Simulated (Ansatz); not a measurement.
# SiAsNH6 (SMILES N[AsH][SiH3]) at PBE/def2-SVP

What is the electronic atomisation energy of SiAsNH6 at PBE/def2-SVP? 

The results are computed with Ansatz 0.2.0.

72 further runs of the same task are left out: 72 set aside as unsound or not needed.

### 1 The system as given

SiAsNH6 has 9 atoms, charge 0, and is taken as a singlet. SMILES: `N[AsH][SiH3]`. The coordinates come from a PBE0-D4/def2-TZVP relaxation. This is one conformer, not always the lowest.

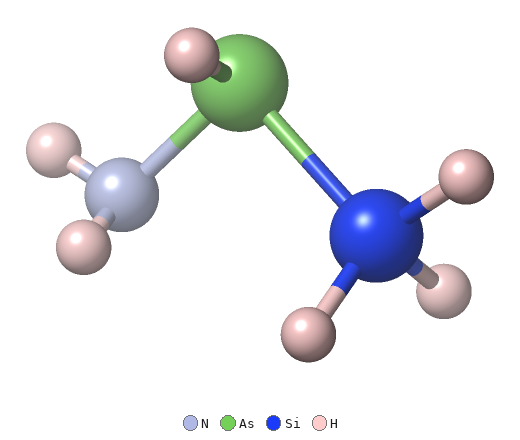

Viewed from a chosen angle; nitrogen light blue, arsenic green, silicon blue, hydrogen pink.

### 2 The energy at PBE/def2-SVP

molecule.yaml reads:

```yaml
crystal:
  periodic: [false, false, false]
  atoms:
    - {symbol: "N", position_ang: [-1.101100, 0.719000, -1.145600]}
    - {symbol: As, position_ang: [0.735100, 0.438100, -0.988900]}
    - {symbol: Si, position_ang: [0.557300, -1.064700, 0.828600]}
    - {symbol: H, position_ang: [-1.303700, 1.291400, -1.954300]}
    - {symbol: H, position_ang: [-1.525300, 1.144300, -0.332300]}
    - {symbol: H, position_ang: [1.144100, 1.592600, -0.059800]}
    - {symbol: H, position_ang: [1.889500, -1.194000, 1.477900]}
    - {symbol: H, position_ang: [0.123900, -2.393300, 0.326700]}
    - {symbol: H, position_ang: [-0.431200, -0.579700, 1.830600]}
basis:
  gaussian: {orbitals: def2-SVP}
hamiltonian: {xc: pbe}
accuracy: high
output: {orbitals: {seedname: orbitals}}
```

Run with:

```sh
$ ansatz run molecule.yaml --threads 1 --pin off --max-ram 3480MiB --events-out events.jsonl --progress --plain --runs-dir runs
```

Output:

```text
Warning: RAYON_NUM_THREADS=1 ignored (pool sized by the plan → 1); use --threads N
Functional definition: PBE
  name "PBE"
  parameter kappa = 0.804
  parameter beta = 0.06672455060314922
  exchange = pbe_x(kappa = kappa, mu = beta*pi^2/3)
  correlation = pbe_c(beta = beta)
2062 factors; integrals over basis functions are off by at most 4.7e-9 eV
mean field evaluation 1: about -70272.6508 eV, gradient 6.0e1 eV
mean field evaluation 2: about -70221.7439 eV, gradient 1.3e2 eV
mean field evaluation 4: about -70279.7357 eV, gradient 7.8e0 eV
mean field evaluation 8: about -70279.9709 eV, gradient 1.5e-1 eV
mean field evaluation 16: about -70279.9709 eV, gradient 1.0e-5 eV
mean field -70279.97093936 eV, -2582.7412945464 hartree, gradient 4.8e-9 eV, S^2 0.000000; 0 other end points of the search recorded, 0 dependent functions left out
reference -70279.97094272 eV, -2582.7412946697 hartree; 30, 30 occupied and 64, 64 virtual orbitals, 2062 factors
Total energy: -70279.97094272 eV, -2582.7412946697 hartree
```

It took 2.3 s on 1 thread of AMD EPYC 9R45 (Zen 5), shared host; peak memory 0.25 GiB.

### 3 The As atom

input.yaml reads:

```yaml
crystal:
  periodic: [false, false, false]
  atoms:
    - {symbol: As, position_ang: [0.000000, 0.000000, 0.000000]}
basis:
  gaussian:
    orbitals: def2-SVP
magnetization:
  spin_polarized: true
  initial_magnetization: 3
hamiltonian:
  xc: pbe
accuracy: high
```

Run the same way, it converges to -2235.19489 Eh (log not shown).

### 4 The H atom at the same level

job.yaml reads:

```yaml
crystal:
  periodic: [false, false, false]
  atoms:
    - {symbol: H, position_ang: [0.000000, 0.000000, 0.000000]}
basis:
  gaussian:
    orbitals: def2-SVP
magnetization:
  spin_polarized: true
  initial_magnetization: 1
hamiltonian:
  xc: {name: PBE}
accuracy: high
```

Run with:

```sh
$ ansatz run job.yaml --threads 1 --pin off --max-ram 3480MiB --events-out events.jsonl --progress --plain --runs-dir runs
```

Output, cut to the lines that bear on the results:

```text
Warning: RAYON_NUM_THREADS=1 ignored (pool sized by the plan → 1); use --threads N
[... 6 set-up lines as earlier in the session ...]
15 factors; integrals over basis functions are off by at most 8.9e-10 eV
mean field evaluation 1: about -13.5665 eV, gradient 4.0e-1 eV
mean field evaluation 2: about -13.5663 eV, gradient 4.0e-1 eV
mean field evaluation 4: about -13.5684 eV, gradient 5.7e-6 eV
mean field evaluation 8: about -13.5684 eV, gradient 2.0e-10 eV
mean field -13.56839668 eV, -0.4986293811 hartree, gradient 1.3e-10 eV, S^2 0.750000; 0 other end points of the search recorded, 0 dependent functions left out
reference -13.56839849 eV, -0.4986294476 hartree; 1, 0 occupied and 4, 5 virtual orbitals, 15 factors
Total energy: -13.56839849 eV, -0.4986294476 hartree
```

Run time: 0.06 s. Hardware: 1 thread of AMD EPYC 9R45 (Zen 5), shared host.

### 5 The N atom, same level

in.yaml reads:

```yaml
basis:
  gaussian: {orbitals: def2-SVP}
crystal:
  periodic: [false, false, false]
  atoms:
    - {symbol: N, position_ang: [0.000000, 0.000000, 0.000000]}
magnetization: {spin_polarized: true, initial_magnetization: 3}
hamiltonian: {xc: pbe}
accuracy: high
```

Run the same way, it converges to -54.46658 Eh (log not shown).

### 6 The Si atom, same level

input.yaml reads:

```yaml
crystal:
  periodic: [false, false, false]
  atoms:
    - {symbol: Si, position_ang: [0.000000, 0.000000, 0.000000]}
basis:
  gaussian:
    orbitals: def2-SVP
magnetization:
  spin_polarized: true
  initial_magnetization: 2
hamiltonian:
  xc: {name: PBE}
accuracy: high
```

Run the same way, it converges to -289.12416 Eh (log not shown).

### 7 Outcome

Level: PBE/def2-SVP.

```
                     quantity           value
       molecule: total energy  -2582.74129 Eh
        molecule: HOMO energy        -5.70 eV
        molecule: LUMO energy        -0.84 eV
      molecule: HOMO–LUMO gap         4.85 eV
        As atom: total energy  -2235.19489 Eh
                As atom: ⟨S²⟩           3.750
         H atom: total energy     -0.49863 Eh
                 H atom: ⟨S²⟩           0.750
         N atom: total energy    -54.46658 Eh
                 N atom: ⟨S²⟩           3.752
        Si atom: total energy   -289.12416 Eh
                Si atom: ⟨S²⟩           2.003
electronic atomisation energy       26.229 eV
```

In words: Taking the molecule apart into free atoms costs 26.23 eV (605 kcal/mol), before zero-point energy and without spin-orbit coupling.
